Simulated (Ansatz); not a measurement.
# Fe wire along [111], 7 atoms a period: bands by functional and under strain, part 3 of 3

Aim: is the Fe wire along [111], 7 atoms a period a metal or a semiconductor?

Ansatz 0.2.0; DFT PBE, plane waves, PAW; relaxation of a wire's period (the session's first sound run).

So far. Step 6 (Levels at the same atoms, level r2SCAN, cutoff 500 eV): Bands cross the Fermi level, as under PBE at the relaxed period, with an absolute moment of 22.71 μB a cell. Step 7 (Another level of theory, level PBE, no spin, cutoff 420 …): Bands cross the Fermi level, as under PBE at the relaxed period.

### Step 8. Strain along the wire, period over the relaxed period 1.03, k-mesh 1×1×25

This step: DFT PBE, plane waves, PAW; relaxation at a fixed period (Ansatz 0.2.0).

The period is set to 1.03 times the relaxed one and the atoms relax within it: strain changes bond lengths and angles, which shifts the bands against each other. Against the first PBE run of this kind, the mesh along the wire has 25 points against 33.

The cell differs from the one that the last finished run ended in (c 2.426 → 2.499 Å).

The input, input.yaml:

```yaml
crystal:
  lattice:
    - [10.802, 0.0, 0.0]
    - [0.0, 12.577, 0.0]
    - [0.0, 0.0, 2.4992094271]
  atoms:
    - { symbol: Fe, position: [0.503163636, 0.443516572, 0.045908949], spin: 2.55 }
    - { symbol: Fe, position: [0.468742678, 0.627866257, 0.359937266], spin: 2.65 }
    - { symbol: Fe, position: [0.717768873, 0.388702639, 0.257112363], spin: 2.75 }
    - { symbol: Fe, position: [0.313670676, 0.510852228, 0.699485205], spin: 2.82 }
    - { symbol: Fe, position: [0.562780618, 0.27783681, 0.646641648], spin: 2.77 }
    - { symbol: Fe, position: [0.671590376, 0.563338228, 0.654045756], spin: 2.64 }
    - { symbol: Fe, position: [0.632863566, 0.733738259, 0.00353548], spin: 2.74 }
magnetization:
  spin_polarized: true
kpoints:
  mp_grid: { grid: [1, 1, 25] }
  band_path: { path: ["Γ", Z], npoints: 50 }
scf:
  occupations: { method: fermi_dirac, width: 0.05 }
hamiltonian:
  xc: pbe
relax:
  max_steps: 40
  f_tol: 0.02
output:
  stress: true
```

Started as:

```console
$ ansatz run input.yaml --threads 8 --pin off --max-ram 16384MiB --backend cpu --events-out ev --progress --plain --runs-dir out
```

Numbers of over 12 decimals in the logs are rounded to 6 here.

What it wrote:

```text
Warning: output.stress: scf.convergence.dr2_threshold = 1e-7 eV (the SCF's general default) is looser than the 7e-10 eV advised for a printed stress (1e-10 eV for each atom of the cell: 7). What an SCF threshold leaves in a stress goes as its square root, and in the free energy as the threshold itself, and one threshold admits the most on a small cell: [figures from the program's tests cut] Every solve of this run an [...]
[...]
Crystal: 7 atoms, lattice volume = 339.534 Å³
Basis set: ecut = 420 eV, 6623 PW (Γ), exchange–correlation on 150×180×36 points (8 copies of the dense FFT grid, shifted against one another)
Bands: 79, of which v1, the nominal top of the filled ones, is band 56 counted from 1 (55 counted from 0)
Symmetry: 1 space group operations
[...]
k-points: 13 of 25 (time reversal used)
[...]
Starting moments: Σ|m| = 18.92 μB on 7 of 7 sites
[...]
SCF iter   1: F=—  HF=-31352.496922 eV  |F-HF|=—  |Δ(HF+E_count)|=         —  Δρ=3.30e-2 (↑1.98e-2 ↓3.30e-2)  dr2=2.13e1  dr2_m=1.49e0  M=19.352 μB ∫|m|=19.558 μB  β_m=0.30  ethr=3.10e-3  ⟨swp⟩=8.5  Hψ=9967  notcnv=0  defer=35
[...]
SCF iter  11: F=-31354.614152 eV  HF=-31354.614157 eV  |F-HF|=4.60e-6  |Δ(HF+E_count)|=   2.23e-6  Δρ=2.26e-5 (↑2.21e-5 ↓2.26e-5)  dr2=4.90e-6  dr2_m=8.98e-8  M=20.199 μB ∫|m|=20.957 μB  ethr=5.86e-9  ⟨swp⟩=3.0  Hψ=7811  notcnv=0
SCF 1 converged in 11 iterations: F = -31354.614152 eV  dr2 = 4.90e-6
[...]
relax step   1: F+E_penalty+E_count = -31354.61415247 eV  Δ(F+E_penalty+E_count) = +0.000e0 eV  max|allowed force component| = 2.060e-1 eV/Å  Δτ_max = 0.0000 Å  (11 SCF iters, dr2 threshold 1.00e-5 eV, accepted)
[...]
SCF iter   9: F=-31354.622407 eV  HF=-31354.622408 eV  |F-HF|=7.67e-7  |Δ(HF+E_count)|=   1.33e-7  Δρ=1.07e-5 (↑2.04e-6 ↓1.07e-5)  dr2=8.18e-7  dr2_m=7.31e-8  M=20.165 μB ∫|m|=20.906 μB  ethr=6.20e-10  ⟨swp⟩=2.0  Hψ=6008  notcnv=0
SCF 2 converged in 9 iterations: F = -31354.622407 eV  dr2 = 8.18e-7
relax step   2: F+E_penalty+E_count = -31354.62240677 eV  Δ(F+E_penalty+E_count) = -8.254e-3 eV  max|allowed force component| = 9.441e-2 eV/Å  Δτ_max = 0.0189 Å  (9 SCF iters, dr2 threshold 2.65e-6 eV, accepted)
SCF iter   1: F=—  HF=-31354.623119 eV  |F-HF|=—  |Δ(HF+E_count)|=         —  Δρ=1.19e-3 (↑7.38e-4 ↓1.19e-3)  dr2=3.79e-3  dr2_m=2.16e-3  M=20.143 μB ∫|m|=20.875 μB  β_m=0.65  ethr=3.69e-5  ⟨swp⟩=4.6  Hψ=4707  notcnv=0  defer=197
[...]
SCF iter   8: F=-31354.624537 eV  HF=-31354.624537 eV  |F-HF|=2.49e-7  |Δ(HF+E_count)|=   1.19e-8  Δρ=6.53e-6 (↑2.10e-6 ↓6.53e-6)  dr2=2.89e-7  dr2_m=2.85e-8  M=20.137 μB ∫|m|=20.865 μB  ethr=1.41e-10  ⟨swp⟩=1.7  Hψ=6446  notcnv=0
SCF 3 converged in 8 iterations: F = -31354.624537 eV  dr2 = 2.89e-7
relax step   3: F+E_penalty+E_count = -31354.62453679 eV  Δ(F+E_penalty+E_count) = -2.130e-3 eV  max|allowed force component| = 7.834e-3 eV/Å  Δτ_max = 0.0157 Å  (8 SCF iters, dr2 threshold 5.57e-7 eV, accepted)
[...]
SCF iter   3: F=-31354.624537 eV  HF=-31354.624537 eV  |F-HF|=6.09e-8  |Δ(HF+E_count)|=   3.16e-9  Δρ=3.46e-6 (↑6.72e-7 ↓3.46e-6)  dr2=7.00e-8  dr2_m=9.87e-9  M=20.137 μB ∫|m|=20.865 μB  ethr=3.44e-11  ⟨swp⟩=2.2  Hψ=5951  notcnv=0
SCF 4 converged in 3 iterations: F = -31354.624537 eV  dr2 = 7.00e-8
relax step   4: F+E_penalty+E_count = -31354.62453698 eV  Δ(F+E_penalty+E_count) = -1.862e-7 eV  max|allowed force component| = 7.888e-3 eV/Å  Δτ_max = 0.0000 Å  (3 SCF iters, accepted)
[...]
the band table was solved once a step of the walk had ended and its energy, with any forces and stress, was formed, with the checks that follow a solve (12070 applications of the Hamiltonian). They found nothing against the state; the energy, forces and stress were not computed again (output.eigenvalues in the input reference)
[...]
SCF converged after 3 iterations
Magnetization: 20.1369 μB (66.0685 up, 45.9315 down)
Absolute magnetization: 20.8668 μB (∫|ρ↑−ρ↓|, with the PAW one-centre terms)
[...]
Per-site moments (μB) at R_I (Å): [(2.573298, 0.974282), (2.663807, 0.977328), (2.779397, 0.976999), (2.838322, 0.974282), (2.803685, 0.976999), (2.664809, 0.961828), (2.764360, 0.961828)]
Free energy (F): -31354.624537 eV
[...]
Internal energy: -31354.567406 eV  (E = F + TS)
E sigma→0 (E₀):  -31354.595972 eV
Entropy (-TS):   -0.057131 eV (-8.162 meV/atom)
Fermi energy:    1.375714 eV
[...]
--- Forces (eV/Å), atoms counted from 1 ---
  atom   1  Fe     0.00000152     0.00025437    -0.00185359
  atom   2  Fe    -0.00468660    -0.00570749     0.00410960
  atom   3  Fe     0.00077536    -0.00597431     0.00517490
  atom   4  Fe    -0.00043102    -0.00006770     0.00189526
  atom   5  Fe     0.00003829     0.00221358    -0.00190013
  atom   6  Fe     0.00556233     0.00788420    -0.00340442
  atom   7  Fe    -0.00128146     0.00136891    -0.00402173
  max |Σ_I F_I| component: 2.84e-5 eV/Å
--- Stress (GPa, compression-positive) ---
       -0.056587      -0.003036       0.000337
       -0.003036      -0.055751      -0.001136
        0.000336      -0.001133      -1.892101
  P = ⅓ Tr σ = -0.6681 GPa (-6.681 kbar)
--- Band table (eV; the first three rows and the last of 26) ---
  k-point 0 ↑: bands = [... 52 lower, -0.2548, -0.1898, -0.1472, -0.1265, -0.0484, -0.0280, 0.0802, 0.1208, ... 19 higher]
  k-point 1 ↑: bands = [... 52 lower, -0.3014, -0.2120, -0.1876, -0.1050, -0.0734, -0.0236, 0.0716, 0.1192, ... 19 higher]
  k-point 2 ↑: bands = [... 52 lower, -0.3958, -0.2773, -0.2396, -0.1555, -0.0756, -0.0445, 0.0575, 0.0876, ... 19 higher]
  k-point 12 ↓: bands = [... 52 lower, 2.7382, 2.8206, 2.9511, 3.0388, 3.1166, 3.1705, 3.2784, 3.4117, ... 19 higher]
--- Relaxed structure (4 steps of the walk, 4 accepted, 0 SCFs on fresh bases) ---
  F+E_penalty+E_count = -31354.62453698 eV   max|allowed force component| = 7.888e-3 eV/Å
  atoms:
    - { symbol: Fe, position: [0.503480, 0.444084, 0.047743] }
    - { symbol: Fe, position: [0.469214, 0.626631, 0.363873] }
    - { symbol: Fe, position: [0.716799, 0.389591, 0.253411] }
    - { symbol: Fe, position: [0.315177, 0.510858, 0.704501] }
    - { symbol: Fe, position: [0.562587, 0.280532, 0.644114] }
    - { symbol: Fe, position: [0.671309, 0.562941, 0.650088] }
    - { symbol: Fe, position: [0.632013, 0.731214, 0.00293669] }
```

Elapsed: 58 s, on 8 threads of Intel Xeon Platinum 8259CL at 2.50GHz (Skylake/Cascade Lake), shared host; peak memory 2.4 GiB; 7.3 min of CPU time.

Step by step:

```csv
step,energy less that of the first step (eV),largest force component (eV/Å)
1,0.0000,0.2060
2,-0.0083,0.0944
3,-0.0104,0.0078
4,-0.0104,0.0079
```

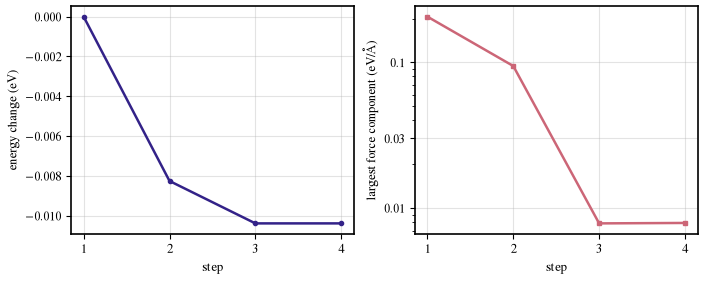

Energy and largest force along the relaxation.

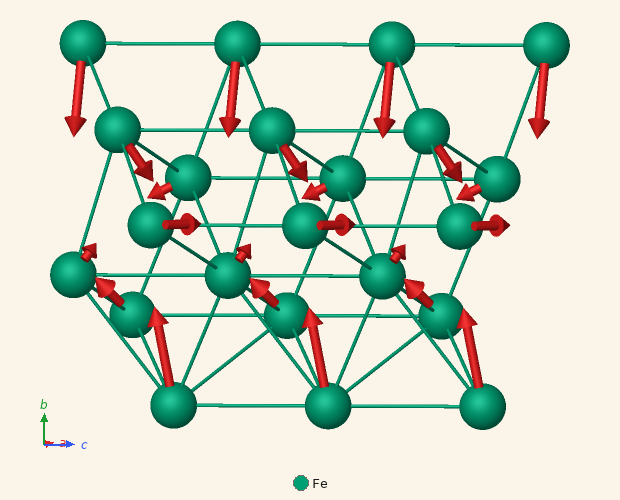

Displacements in the relaxation, exaggerated; the longest in the cell stands for 0.03 Å. 1×1×3 cells are drawn. Some periodic images of atoms are drawn too.

The atoms that moved most (Å):

```csv
atom,dx,dy,dz,length
Fe5,-0.002,0.034,-0.006,0.035
Fe7,-0.009,-0.032,-0.001,0.033
Fe4,0.016,0.000,0.013,0.021
Fe2,0.005,-0.016,0.010,0.019
Fe3,-0.010,0.011,-0.009,0.018
Fe6,-0.003,-0.005,-0.010,0.011
Fe1,0.003,0.007,0.005,0.009
```

Final coordinates:

```xyz
7
Lattice="10.8020 0.0000 0.0000 0.0000 12.5770 0.0000 0.0000 0.0000 2.4992" Properties=species:S:1:pos:R:3
Fe    5.4386    5.5852    0.1193
Fe    5.0685    7.8811    0.9094
Fe    7.7429    4.8999    0.6333
Fe    3.4045    6.4251    1.7607
Fe    6.0771    3.5283    1.6098
Fe    7.2515    7.0801    1.6247
Fe    6.8270    9.1965    0.0073
```

Numbers from this step:

| Quantity | Value |
| --- | --- |
| energy at zero smearing | -31354.5960 eV |
| total moment | 20.14 μB |
| absolute moment | 20.87 μB |

Site moment by atom:

```
atom  site moment (μB)
 Fe1              2.57
 Fe2              2.66
 Fe3              2.78
 Fe4              2.84
 Fe5              2.80
 Fe6              2.66
 Fe7              2.76
```

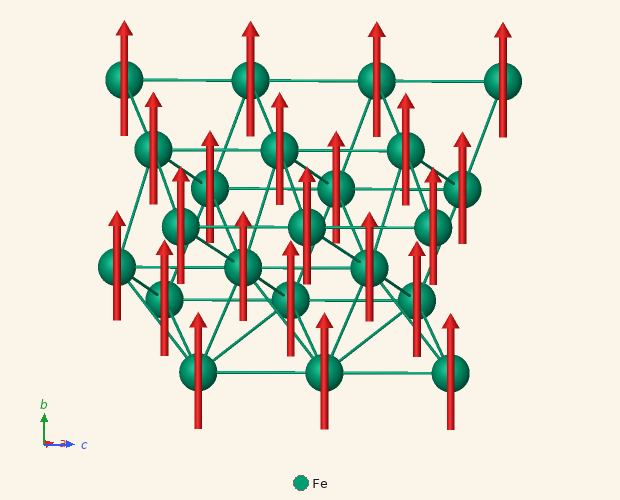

Site moment as arrows, the longest 2.84 μB. Up and down stand for the sign. Arrows give size and sign along the axis of quantisation, drawn up and down the page. 1×1×3 cells are drawn. Some periodic images of atoms are drawn too.

Bands cross the Fermi level, as under PBE at the relaxed period, with an absolute moment of 20.87 μB a cell.

### Step 9. Strain along the wire, period over the relaxed period 1.06, k-mesh 1×1×24

The period is set to 1.06 times the relaxed one and the atoms relax within it: strain changes bond lengths and angles, which shifts the bands against each other. Against the first PBE run of this kind, the mesh along the wire has 24 points against 33.

The cell differs from the one that the last finished run ended in (c 2.499 → 2.572 Å).

Changes to input.yaml since step 8:

```diff
@@ -4,3 +4,3 @@
     - [0.0, 12.577, 0.0]
-    - [0.0, 0.0, 2.4992094271]
+    - [0.0, 0.0, 2.5720019347]
   atoms:
@@ -16,3 +16,3 @@
 kpoints:
-  mp_grid: { grid: [1, 1, 25] }
+  mp_grid: { grid: [1, 1, 24] }
   band_path: { path: ["Γ", Z], npoints: 50 }
```

What it wrote:

```text
[...]
Crystal: 7 atoms, lattice volume = 349.424 Å³
Basis set: ecut = 420 eV, 6835 PW (Γ), exchange–correlation on 150×180×36 points (8 copies of the dense FFT grid, shifted against one another)
Bands: 79, of which v1, the nominal top of the filled ones, is band 56 counted from 1 (55 counted from 0)
[...]
atoms:
    - { symbol: Fe, position: [0.503740, 0.445010, 0.049432] }
    - { symbol: Fe, position: [0.469375, 0.625431, 0.371063] }
    - { symbol: Fe, position: [0.716059, 0.390399, 0.243926] }
    - { symbol: Fe, position: [0.316367, 0.510664, 0.710224] }
    - { symbol: Fe, position: [0.562774, 0.284132, 0.639102] }
    - { symbol: Fe, position: [0.670656, 0.562256, 0.644950] }
    - { symbol: Fe, position: [0.631611, 0.727959, 0.0079691] }
[key lines of the parts left out:]
SCF converged after 3 iterations
Magnetization: 20.3389 μB (66.1694 up, 45.8306 down)
Free energy (F): -31354.468644 eV
Fermi energy:    1.252752 eV
P = ⅓ Tr σ = -1.0322 GPa (-10.322 kbar)
```

Elapsed: 56 s, on 8 threads; peak memory 2.4 GiB; 7 min of CPU time.

The steps of the relaxation:

```csv
step,energy less that of the first step (eV),largest force component (eV/Å)
1,0.0000,0.4166
2,-0.0353,0.1986
3,-0.0447,0.0159
4,-0.0447,0.0159
```

The atoms that moved most (Å):

| atom | dx | dy | dz | length |
| --- | --- | --- | --- | --- |
| Fe5 | 0.000 | 0.079 | -0.019 | 0.082 |
| Fe7 | -0.014 | -0.073 | 0.011 | 0.075 |
| Fe3 | -0.018 | 0.021 | -0.034 | 0.044 |
| Fe2 | 0.007 | -0.031 | 0.029 | 0.042 |
| Fe4 | 0.029 | -0.002 | 0.028 | 0.040 |
| Fe6 | -0.010 | -0.014 | -0.023 | 0.029 |
| Fe1 | 0.006 | 0.019 | 0.009 | 0.022 |

The relaxed structure:

```xyz
7
Lattice="10.8020 0.0000 0.0000 0.0000 12.5770 0.0000 0.0000 0.0000 2.5720" Properties=species:S:1:pos:R:3
Fe    5.4414    5.5969    0.1271
Fe    5.0702    7.8660    0.9544
Fe    7.7349    4.9101    0.6274
Fe    3.4174    6.4226    1.8267
Fe    6.0791    3.5735    1.6438
Fe    7.2444    7.0715    1.6588
Fe    6.8227    9.1555    0.0205
```

This step gave:

```
energy at zero smearing : -31354.4377 eV
total moment            : 20.34 μB
absolute moment         : 21.06 μB
```

Bands cross the Fermi level, as under PBE at the relaxed period, with an absolute moment of 21.06 μB a cell.

### Step 10. A varied input

This step: DFT LDA, plane waves, PAW; bands of a perfect wire at the PBE geometry; changed: scf.occupations = null, scf.max_iter = 100 (Ansatz 0.2.0).

The input of the band run (LDA) is made doubtful on purpose.

Changes to input.yaml since step 9:

```diff
@@ -4,3 +4,3 @@
     - [0.0, 12.577, 0.0]
-    - [0.0, 0.0, 2.5720019347]
+    - [0.0, 0.0, 2.4264169195]
   atoms:
@@ -16,12 +16,7 @@
 kpoints:
-  mp_grid: { grid: [1, 1, 24] }
+  mp_grid: { grid: [1, 1, 25] }
   band_path: { path: ["Γ", Z], npoints: 50 }
 scf:
-  occupations: { method: fermi_dirac, width: 0.05 }
+  max_iter: 100
 hamiltonian:
-  xc: pbe
-relax:
-  max_steps: 40
-  f_tol: 0.02
-output:
-  stress: true
+  xc: lda
```

What it wrote:

```text
Error: YAML parse error: `scf.occupations.method` is required: fixed only where the cell keeps a band gap throughout the run, explicit beside scf.occupations.values (under evaluate: without them), else a smearing such as fermi_dirac (scf.occupations.width is optional; its entry in the input reference gives the default)
```

Run time: 0.02 s. Hardware: 8 threads; peak memory 0.03 GiB.

The input was rejected at the start.

The program's message: “Error: YAML parse error: `scf.occupations.method` is required: fixed only where the cell keeps a band gap throughout the run, explicit beside scf.occupations.values (under evaluate: without them), els …”

The change that led to it: scf.occupations = null.

### Step 11. Results

```json
{
 "cell length, PBE": "2.426 Å",
 "conductance, PBE": "4.85 G₀",
 "absolute moment, PBE": "20.7 μB",
 "absolute moment, LDA": "20.0 μB",
 "absolute moment, PBEsol": "20.6 μB",
 "absolute moment, r2SCAN": "22.7 μB",
 "gap, period scaled by 1.03": "none",
 "gap, period scaled by 1.06": "none"
}
```

What this shows: Under PBE the cell's length is 2.43 Å, the absolute moment is 20.66 μB a cell, and it is a metal with 6 spin-up and 3 spin-down channels next to the Fermi level, 4.85 G₀ at 300 K. A perfect wire passes every open channel, so the conductance counts half a G₀ for each forward-moving state at the Fermi level, spin by spin; the value here is no such multiple, since a band edge lies within the thermal window. Transport is coherent and elastic here: the atoms are frozen, so scattering by vibrations plays no part. In the perfect wire the moments were started parallel, and no opposed start was run. No search over magnetic orders was made; another may lie lower.

[Logs are printed without paths, hosts, clocks, repeated set-up lines and the standing remarks that a program may print on its own settings, such as how far it seeks lower states.]

[Hosts, paths, dates, database ids (printed as entryN), source tags and the programs' standing remarks are cut or masked in the printed files.]
